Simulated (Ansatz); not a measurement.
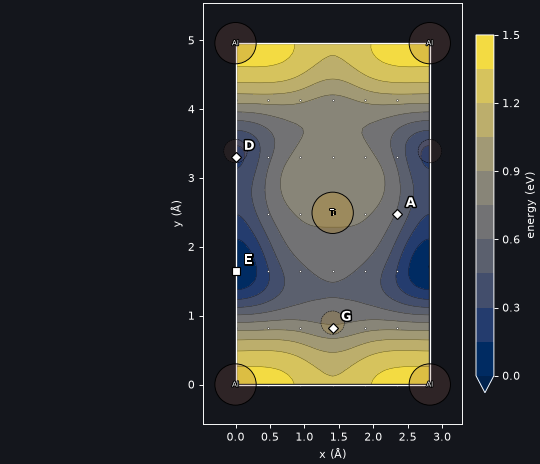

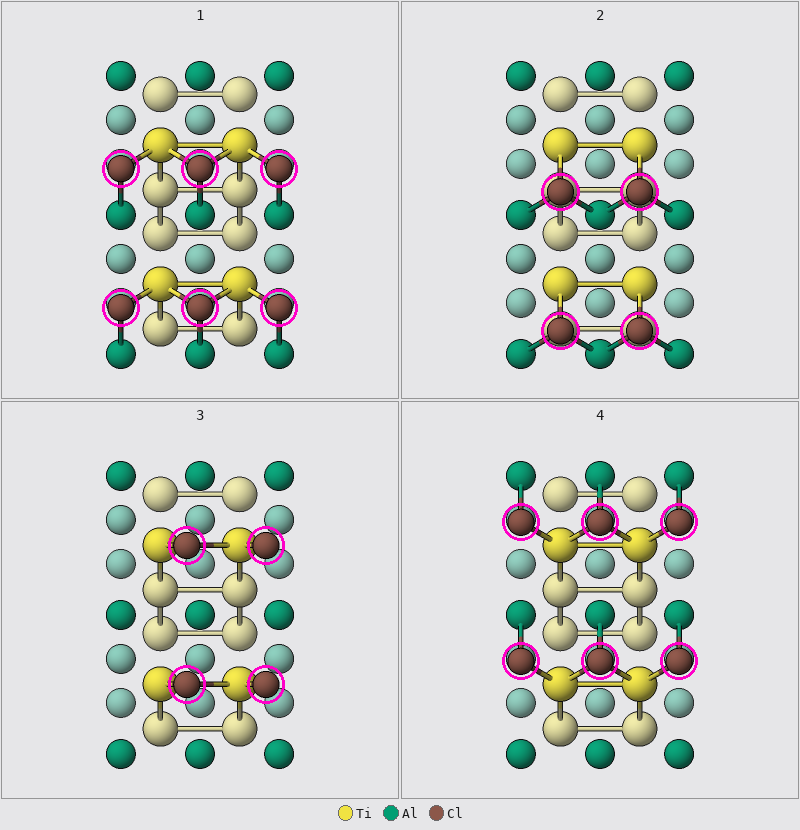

Cl on a TiAl(101) slab cut from the P4/mmm phase, its upper half relaxed before the scan (6 atoms of substrate and one adsorbate in a 1 × 1 cell). Cl is moved over the surface cell; relaxed at each place: the height of the adsorbate's atoms; substrate rigid; the origin of the map has the adsorbate above Al6. Places are given modulo a cell vector. The map is drawn in real space over the plane of the surface. Grid: 6 × 6 points; 24 points were computed and 12 follow by symmetry. Energies are in eV, from the lowest grid point. With one adsorbate in each 1 × 1 cell, its nearest image is 2.8 Å away, so neighbouring adsorbates interact. Method: Ansatz, DFT PBE, scalar-relativistic, plane waves, PAW. Settings: cutoff 420 eV, k-mesh 9×6×1, gaussian smearing 0.1 eV, no spin polarisation.

Drawn: filled contours, dots at the grid points, labelled circles for the atoms of the top layer and small ones for the second layer, the outline of one cell of the plane, lettered points. Between grid points the surface is interpolated. The numbered pictures are the structures at these points, in random order. Rings mark the moved atoms.

Which structure belongs to which point?

Answer. A is structure 3: (5/6, 3/6) of the cell vectors [nearest 1 Ti at 2.31 Å], 0.58 eV; D is structure 4: a threefold hollow (Al–Ti–Ti) over a second-layer Al atom, (0/6, 4/6) of the cell vectors, 0.27 eV; E is structure 1: a threefold hollow (Al–Ti–Ti), (0/6, 2/6) of the cell vectors, 0.00 eV; G is structure 2: a threefold hollow (Al–Al–Ti) over a second-layer Ti atom, (3/6, 1/6) of the cell vectors, 0.78 eV.

PAW datasets: the set soft_1.
